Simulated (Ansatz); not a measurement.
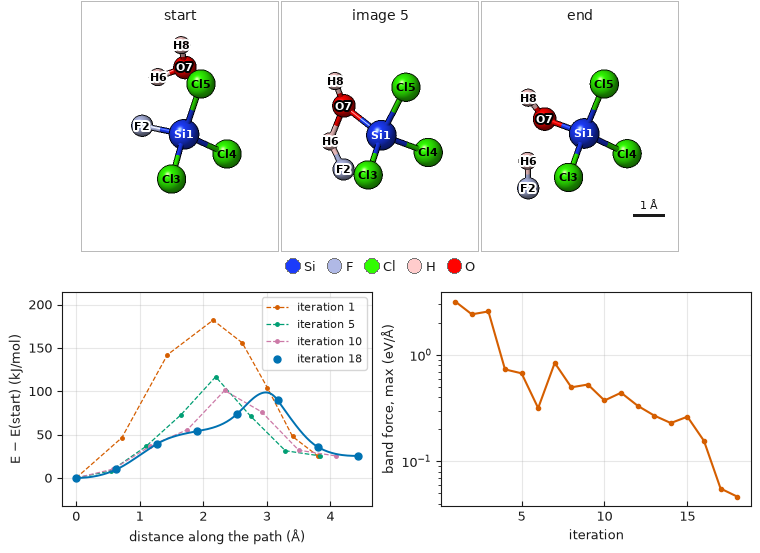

A search for the minimum-energy path of SiH2OCl3F, made up at the start of SiCl₃F and H2O by the nudged elastic band. Images are numbered from 0 (start) to 7 (end). The plot follows the band through its iterations. Style: ball-and-stick. Shown from a free direction.

Level of theory: RKS B3LYP-D4/def2-SVP in Ansatz. Run with 6 movable images; no climbing image; force threshold 0.05 eV/Å; iteration limit 55; starting path through a guess of the saddle point.

> Did the band converge, and can the barrier be trusted?

The run is converged, with reservations. The band converged in 18 iterations. The largest component of the band force went from 3.2 to 0.047 eV/Å. No image climbed, so the highest image needn't lie on the saddle point, and the true maximum along this path can be higher. The first iteration put the highest image at 182.0 kJ/mol. Forward barrier 89.8 kJ/mol, backward barrier 64.4 kJ/mol, with image 5 at the top; the reaction energy is +25.4 kJ/mol.

Limits of the set-up: the start holds two separate molecules, 2.3 Å apart at their closest, whose relative position is a soft coordinate.

Cost: 5.8 min on 2 threads of Intel(R) Xeon(R) Platinum 8488C (Sapphire Rapids), with other jobs on the host, peak memory 0.29 GiB.
